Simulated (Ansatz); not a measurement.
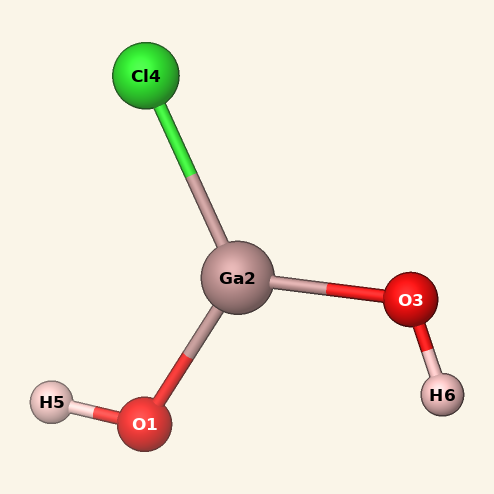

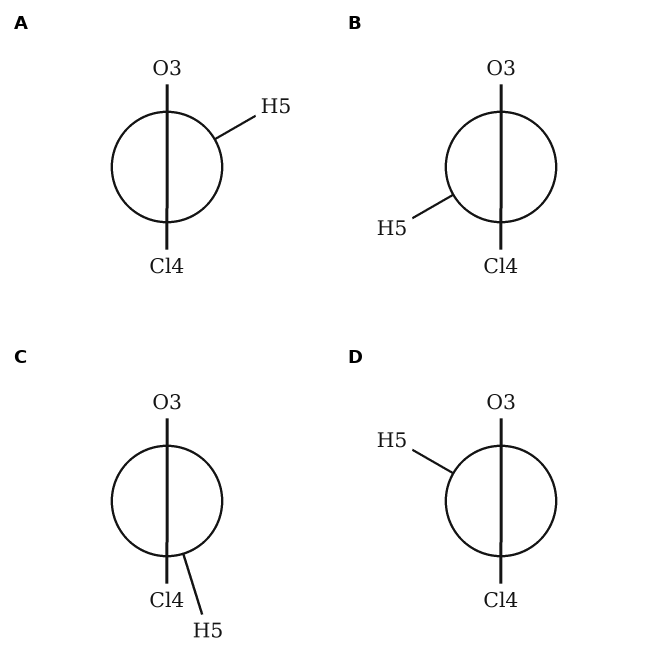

Atoms fade into the background with distance from the viewer. Bonds that would overlap in a projection are set slightly apart. Computed geometry: PBE0-D4/def2-TZVP optimisation. No frequency run is at hand to confirm it as a minimum.

> Which Newman projection shows the view along Ga2–O1, with Ga2 in front?

C. The torsion angle Cl4–Ga2–O1–H5 is 0°, synperiplanar (eclipsed).
